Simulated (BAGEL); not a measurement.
# C3H5 (cyclopropyl): UHF/6-31G(d) (density fitting with qzvpp-jkfit, spherical functions)

Aim: the vertical electron affinity of C3H5 (cyclopropyl) at UHF/6-31G* (density fitting with qzvpp-jkfit, spherical functions), from 2 runs. 

The results are computed with BAGEL 1.2.2.

4 further runs of the same task are left out: 3 that didn't finish, 1 set aside as unsound or not needed. Runs told in other sessions of the task aren't counted.

## Step 1: The system as given

C3H5 has 8 atoms, charge 0, and is taken as a doublet. As SMILES, `[CH]1CC1`. Geometry: relaxed at PBE0-D4/def2-TZVP.

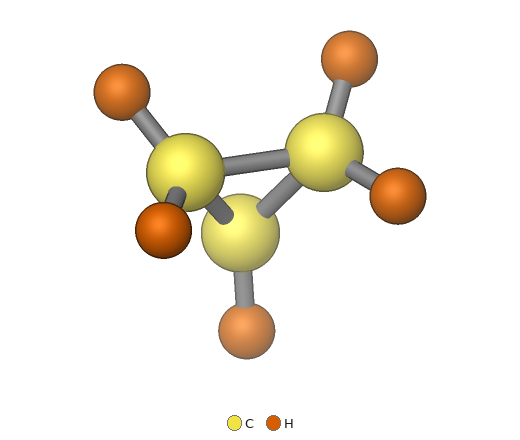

Viewed from a chosen angle; carbon yellow, hydrogen orange.

## Step 2: A single-point energy at UHF/6-31G(d) (density fitting with qzvpp-jkfit, spherical functions)

Input file input.json:

```json
{ "bagel": [

{
  "title": "molecule",
  "basis": "6-31gs.json",
  "df_basis": "qzvpp-jkfit",
  "angstrom": true,
  "geometry": [
    { "atom": "C", "xyz": [      -0.922400,      -0.237300,      -0.208900 ] },
    { "atom": "C", "xyz": [       0.037400,       0.758900,       0.254400 ] },
    { "atom": "C", "xyz": [       0.443600,      -0.691200,       0.028700 ] },
    { "atom": "H", "xyz": [      -1.570500,      -0.284700,      -1.070600 ] },
    { "atom": "H", "xyz": [       0.388600,       1.518600,      -0.439000 ] },
    { "atom": "H", "xyz": [      -0.013700,       1.097500,       1.285600 ] },
    { "atom": "H", "xyz": [       0.653200,      -1.283800,       0.915000 ] },
    { "atom": "H", "xyz": [       1.075900,      -0.935200,      -0.820900 ] }
  ]
},

{
  "title": "uhf",
  "nopen": 1
},

{
  "title": "print",
  "file": "orbitals.molden",
  "orbitals": true
}

]}
```

The basis set 6-31G* is read from a file made from the Basis Set Exchange's data (not shown).

The run is started by

```console
BAGEL_NUM_THREADS=1 BAGEL input.json > input.out
```

Output:

```text
* using 1 threads per process

  ===============================================================
  ===============================================================

  *** Geometry ***

  { "atom" : "C", "xyz" : [     -1.743083,     -0.448432,     -0.394764 ] },
  { "atom" : "C", "xyz" : [      0.070676,      1.434113,      0.480746 ] },
  { "atom" : "C", "xyz" : [      0.838283,     -1.306179,      0.054235 ] },
  { "atom" : "H", "xyz" : [     -2.967815,     -0.538005,     -2.023141 ] },
  { "atom" : "H", "xyz" : [      0.734348,      2.869738,     -0.829590 ] },
  { "atom" : "H", "xyz" : [     -0.025889,      2.073974,      2.429432 ] },
  { "atom" : "H", "xyz" : [      1.234369,     -2.426030,      1.729099 ] },
  { "atom" : "H", "xyz" : [      2.033156,     -1.767272,     -1.551276 ] },

  Number of auxiliary basis functions:      315

  Since a DF basis is specified, we compute 2- and 3-index integrals:
    o Being stored without compression. Storage requirement is 0.007 GB

  Number of basis functions:       52
  Number of electrons      :       23

    * METHOD: MOLECULE                             0.07

  *** Open-shell HF ***

  === Nuclear Repulsion ===
    69.4632680108

      * DIIS with orbital gradients will be used.

  === UHF iteration (6-31gs.json) ===
      0       -116.32363198          0.03885258           0.02
      1       -116.40089766          0.01417491           0.02
      2       -116.41162038          0.00658106           0.02
      3       -116.41377614          0.00166463           0.02
      4       -116.41433961          0.00039566           0.02
      5       -116.41443254          0.00014296           0.02
      6       -116.41445424          0.00004486           0.02
      7       -116.41446054          0.00002079           0.02
      8       -116.41446383          0.00000660           0.02
      9       -116.41446436          0.00000259           0.02
     10       -116.41446441          0.00000097           0.02
     11       -116.41446442          0.00000039           0.02
     12       -116.41446442          0.00000014           0.02
     13       -116.41446442          0.00000007           0.02
     14       -116.41446442          0.00000004           0.02
     15       -116.41446442          0.00000002           0.02
     16       -116.41446442          0.00000001           0.02
    * SCF iteration converged.

    * S^2 (UHF) is 0.7606

    * Permanent dipole moment:
           (   -0.123915,    -0.056155,     0.137668) a.u.

    * METHOD: UHF                                  0.37

    * METHOD: PRINT                                0.01

  ===============================================================
```

Wall time 0.56 s (1 thread of Arm Neoverse V2, shared host).

## Step 3: The singlet anion at the same level

Input file input.json:

```json
{ "bagel" : [

{
  "title" : "molecule",
  "basis" : "6-31gs.json",
  "df_basis" : "qzvpp-jkfit",
  "angstrom" : "true",
  "geometry" : [
    { "atom" : "C", "xyz" : [      -0.922400,      -0.237300,      -0.208900 ] },
    { "atom" : "C", "xyz" : [       0.037400,       0.758900,       0.254400 ] },
    { "atom" : "C", "xyz" : [       0.443600,      -0.691200,       0.028700 ] },
    { "atom" : "H", "xyz" : [      -1.570500,      -0.284700,      -1.070600 ] },
    { "atom" : "H", "xyz" : [       0.388600,       1.518600,      -0.439000 ] },
    { "atom" : "H", "xyz" : [      -0.013700,       1.097500,       1.285600 ] },
    { "atom" : "H", "xyz" : [       0.653200,      -1.283800,       0.915000 ] },
    { "atom" : "H", "xyz" : [       1.075900,      -0.935200,      -0.820900 ] }
  ]
},

{ "title" : "hf", "charge" : -1 },

{ "title" : "print", "file" : "orbitals.molden", "orbitals" : "true" }

]}
```

The basis set 6-31G* is read from a file made from the Basis Set Exchange's data (not shown).

The run is started by

```console
BAGEL_NUM_THREADS=1 BAGEL input.json > input.out
```

Output:

```text
* using 1 threads per process

  ===============================================================
  ===============================================================

  *** Geometry ***

  { "atom" : "C", "xyz" : [     -1.743083,     -0.448432,     -0.394764 ] },
  { "atom" : "C", "xyz" : [      0.070676,      1.434113,      0.480746 ] },
  { "atom" : "C", "xyz" : [      0.838283,     -1.306179,      0.054235 ] },
  { "atom" : "H", "xyz" : [     -2.967815,     -0.538005,     -2.023141 ] },
  { "atom" : "H", "xyz" : [      0.734348,      2.869738,     -0.829590 ] },
  { "atom" : "H", "xyz" : [     -0.025889,      2.073974,      2.429432 ] },
  { "atom" : "H", "xyz" : [      1.234369,     -2.426030,      1.729099 ] },
  { "atom" : "H", "xyz" : [      2.033156,     -1.767272,     -1.551276 ] },

  Number of auxiliary basis functions:      315

  Since a DF basis is specified, we compute 2- and 3-index integrals:
    o Being stored without compression. Storage requirement is 0.007 GB

  Number of basis functions:       52
  Number of electrons      :       23

    * METHOD: MOLECULE                             0.07

  *** RHF ***

  === Nuclear Repulsion ===
    69.4632680108

      * DIIS with orbital gradients will be used.

  === RHF iteration (6-31gs.json) ===
      0       -116.15423171          0.02804571           0.01
      1       -116.28527137          0.01432206           0.01
      2       -116.32417496          0.00210463           0.01
      3       -116.32527668          0.00035891           0.01
      4       -116.32532672          0.00009663           0.01
      5       -116.32533303          0.00003494           0.01
      6       -116.32533418          0.00000893           0.01
      7       -116.32533427          0.00000335           0.01
      8       -116.32533428          0.00000074           0.01
      9       -116.32533428          0.00000031           0.01
     10       -116.32533428          0.00000008           0.01
     11       -116.32533428          0.00000003           0.01
     12       -116.32533428          0.00000001           0.01
     13       -116.32533428          0.00000000           0.01
    * SCF iteration converged.

    * Permanent dipole moment:
           (   -0.941761,    -0.287842,     0.154850) a.u.

    * METHOD: HF                                   0.17

    * METHOD: PRINT                                0.01

  ===============================================================
```

Wall time 0.38 s (1 thread of Arm Neoverse V2, shared host).

## Step 4: Outcome

Level: UHF/6-31G* (density fitting with qzvpp-jkfit, spherical functions).

| quantity | value |
| --- | --- |
| doublet C3H5: total energy | -116.41446 Eh |
| doublet C3H5: dipole moment | 0.49 D |
| doublet C3H5: ⟨S²⟩ | 0.761 |
| singlet anion: total energy | -116.32533 Eh |
| singlet anion: HOMO energy | 0.64 eV |
| singlet anion: LUMO energy | 12.71 eV |
| singlet anion: HOMO–LUMO gap (to an unbound level, set by the basis) | 12.07 eV |
| vertical electron affinity (to the singlet anion) | -2.425 eV |

In words: The anion lies 2.43 eV (56 kcal/mol) above the neutral: the electron isn't bound at this level, and such a value depends on the basis. Without diffuse functions anions come out too high. Hartree–Fock misses the correlation that binds many anions. The HOMO (singlet anion) lies at positive energy, 0.64 eV: the electron is unbound at this level or held by a compact basis; values depend on the basis.
